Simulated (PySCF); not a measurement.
```yaml
atoms:
  - { symbol: C, position_ang: [2.2984, -0.0597, 0.0332] }
  - { symbol: C, position_ang: [0.9955, 0.0105, 0.0108] }
  - { symbol: C, position_ang: [0.1768, 1.2220, -0.0754] }
  - { symbol: C, position_ang: [-1.1183, 0.8558, -0.0704] }
  - { symbol: Cl, position_ang: [-2.4925, 1.8574, -0.1510] }
  - { symbol: C, position_ang: [-1.2015, -0.6010, 0.0180] }
  - { symbol: Cl, position_ang: [-2.6808, -1.4463, 0.0499] }
  - { symbol: C, position_ang: [0.0379, -1.1189, 0.0668] }
  - { symbol: H, position_ang: [3.0775, -0.7823, 0.0885] }
  - { symbol: H, position_ang: [0.5818, 2.2124, -0.1303] }
  - { symbol: H, position_ang: [0.3307, -2.1472, 0.1339] }
```

Geometry: GFN2-xTB.

These are results of UKS B3LYP, pcH-1 on C Cl H, non-relativistic, mean-field spin-orbit, GIAO (PySCF), not measurements.

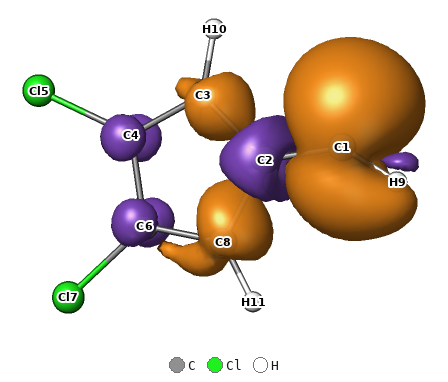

C6H3Cl2 (SMILES [CH]=C1C=C(Cl)C(Cl)=C1) (doublet). Isosurfaces of the spin density at +0.015 (orange) and −0.015 e/Å³ (purple), seen at a tilt.

### Where is the unpaired spin?

The unpaired spin (1 electron) lies mostly on C1 (about 0.8), in electrons by Hirshfeld's partition.
